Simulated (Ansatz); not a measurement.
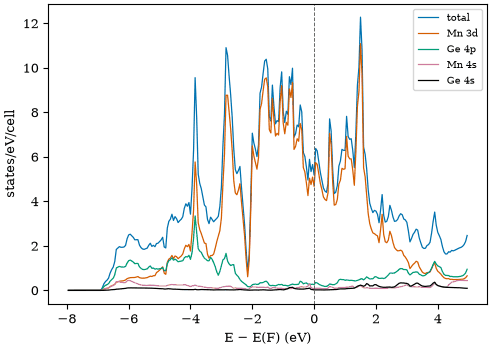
*Total and projected density of states of Mn₂Ge in space group P6_3/mmc (No. 194; Mn on 2a, Mn on 2d, Ge on 2c), DFT-PBEsol in the program Ansatz with PAW potentials*

Problem. Which orbitals carry the states next to the Fermi level?

Solution. Within 0.5 eV of the Fermi level: Mn 3d 90 %. Projections are on Löwdin-orthogonalised atomic valence shells; empty p or d shells of many metals are not among them.

Problem. Where is the tallest occupied peak in this window, and what makes it?

Solution. Near -2.8 eV, about 11 states/eV per cell; the largest projected share is Mn 3d.

The first step of the workflow began from a Materials Project structure, measured or hypothetical; the Crystallography Open Database copy checked does not list it. Its standing as an ambient phase is unchecked. Symmetry was held in the PBEsol relaxation; whether a distortion lowers the energy is not shown. Spin order of the final state: ferromagnetic, chosen from 5 collinear starts compared on coarse meshes (ties went to the first, and starts can fall back to one state), not a proven ground state. Spin–orbit coupling is left out wherever it is not named.

Potentials: the later of the program's two PAW sets.
